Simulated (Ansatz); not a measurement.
## Electronic structure of C2H8FNOSi in real space

The calculation's input:

```
crystal:
  periodic: [false, false, false]
  atoms:
    - { symbol: "N", position_ang: [-1.9143, -1.5865, 0.4312] }
    - { symbol: Si, position_ang: [-0.2792, -1.7582, 0.28] }
    - { symbol: C, position_ang: [0.5352, -0.1574, -0.2816] }
    - { symbol: O, position_ang: [0.2003, 1.0443, 0.3995] }
    - { symbol: C, position_ang: [0.8181, 2.1756, -0.0834] }
    - { symbol: F, position_ang: [0.5633, 2.3268, -1.3932] }
    - { symbol: H, position_ang: [-2.3095, -1.2402, -0.474] }
    - { symbol: H, position_ang: [-2.0888, -0.7434, 1.0459] }
    - { symbol: H, position_ang: [-0.0423, -2.8178, -0.6621] }
    - { symbol: H, position_ang: [0.2102, -2.1635, 1.6416] }
    - { symbol: H, position_ang: [0.3724, -0.044, -1.3208] }
    - { symbol: H, position_ang: [1.6671, -0.2643, -0.101] }
    - { symbol: H, position_ang: [0.3857, 3.0938, 0.4343] }
    - { symbol: H, position_ang: [1.869, 2.1056, 0.1124] }
basis:
  gaussian: { orbitals: def2-SVP }
hamiltonian:
  xc: blyp
relax:
  f_tol: 0.015
  max_steps: 40
output:
  orbitals: {}
```

Run with:

```sh
ansatz run input.yaml --threads 2 --pin off --max-ram 3072MiB --backend cpu --events-out ev --progress --plain --runs-dir out
```

The fields are those of the relaxed geometry.

All numbers below come from Ansatz, RKS BLYP/def2-SVP.

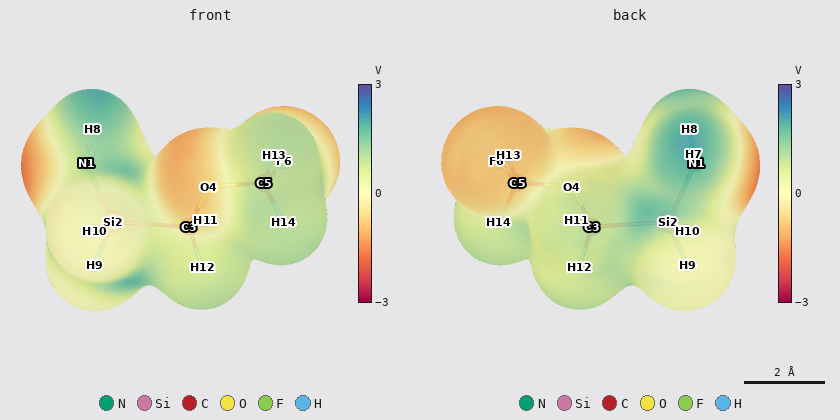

Figure 1. The electrostatic potential painted on the density surface at 0.004 e/bohr³, seen from the front and from behind; red is negative and blue positive.

Q: Describe the electrostatic potential map.

A: The most negative region (about −1.6 V, or −37 kcal/mol for a unit charge) lies over N1, the most positive (about +2.0 V, or +46 kcal/mol for a unit charge) over H7 and H8. N1 is the likeliest acceptor of a hydrogen bond.

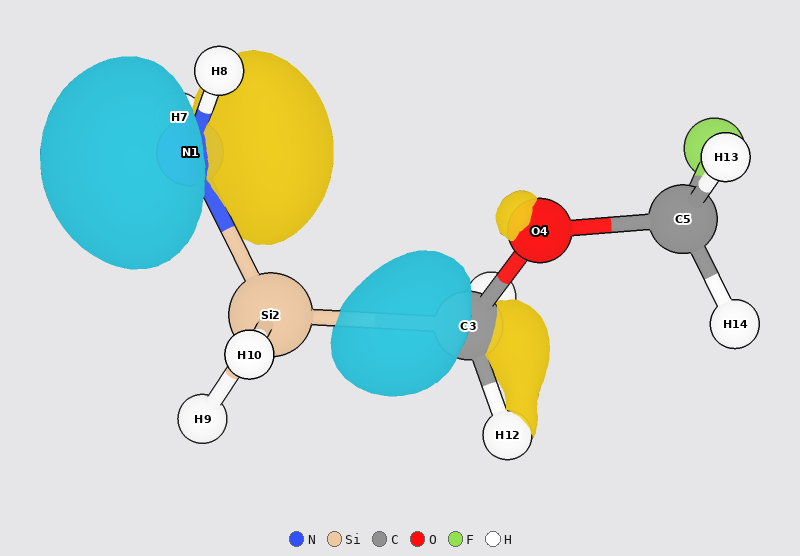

Figure 2. The HOMO at ±0.15 Å⁻³ᐟ² (yellow and cyan are the two phases), seen across its widest extent.

Q: Describe this orbital and give its energy.

A: It lies mainly on N1 (about 65 %) and C3 (about 10 %). Its energy is −5.57 eV.

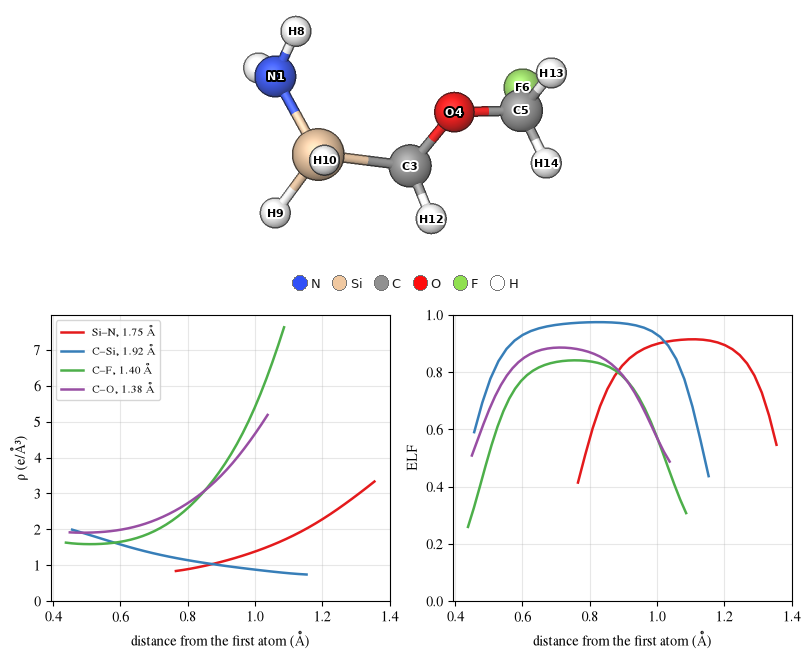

Figure 3. Electron density and electron localisation function along straight lines between neighbouring atoms. The curves leave out the atomic cores. The structure is drawn too.

Q: What can be read from the curves?

A: Si–N (1.75 Å): the density is about 1 e/Å³ at the midpoint; the ELF peaks at about 0.90 between the atoms, as expected for a polar covalent bond.
C–Si (1.92 Å): ρ at the midpoint is about 0.92 e/Å³; the ELF peaks at about 1 between the atoms: localised, covalent bonding.
C–F (1.40 Å): ρ at the midpoint is about 2 e/Å³, with its minimum of 1.6 e/Å³ about 0.5 Å from C; the ELF peaks at about 0.85 between the atoms, as expected for a shared but strongly polarised pair.
C–O (1.38 Å): the density is about 2.2 e/Å³ at the midpoint, with its minimum of 1.9 e/Å³ about 0.5 Å from C; the ELF peaks at about 0.90 between the atoms, as expected for a shared but strongly polarised pair.
